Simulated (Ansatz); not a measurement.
HF···H6Si2 (SMILES F.[SiH3][SiH3])

```xyz
10

F    -0.2824   -0.2084   -3.7723
H    -0.1059   -0.4247   -2.8892
Si    0.3115   -0.2265    2.0751
Si   -0.2035    0.4290   -0.1093
H    -0.4467   -1.4563    2.4237
H     1.7679   -0.5004    2.1884
H    -0.0567    0.8594    3.0210
H    -1.6573    0.6792   -0.2809
H     0.1781   -0.6830   -1.0377
H     0.5593    1.6366   -0.5160
```

Geometry: rigid move from PBE0-D4/def2-TZVP.

All numbers below come from Ansatz 0.2.0, RKS PBE0-D4/def2-TZVPPD.

Q: What will maps of the electron density and electron localisation function show?

A: H2···H9 (1.89 Å): the density falls to about 0.09 e/Å³ on the way; the ELF dips to about 0.05 between them.
Si–Si (2.34 Å): ρ is about 0.64 e/Å³ halfway; the ELF peaks at about 1 between the atoms, as expected for a covalent bond.
F–H (0.93 Å): ρ at the midpoint is about 4.7 e/Å³; the ELF climbs to about 1 towards the hydrogen, as it does in any bond to H: a covalent bond by its length.
Si–H (1.49 Å): ρ at the midpoint is about 0.8 e/Å³; the ELF climbs to about 1 towards the hydrogen.

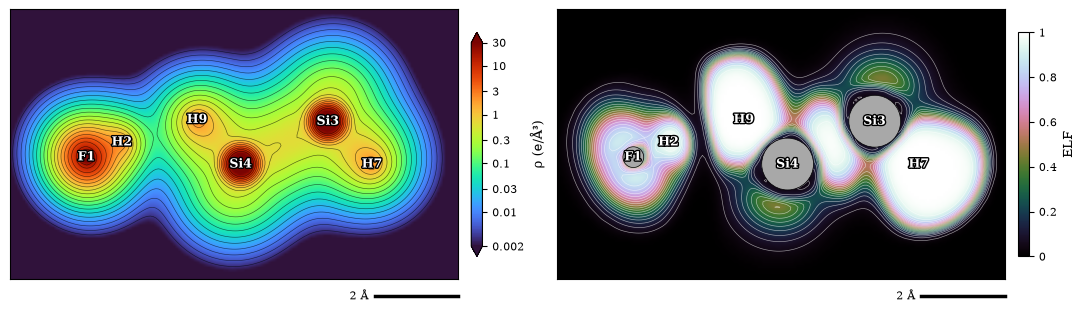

Computed electron density and electron localisation function on the plane of atoms Si4, Si3 and H7, in this order. Grey discs cover the atomic cores in the ELF map. 
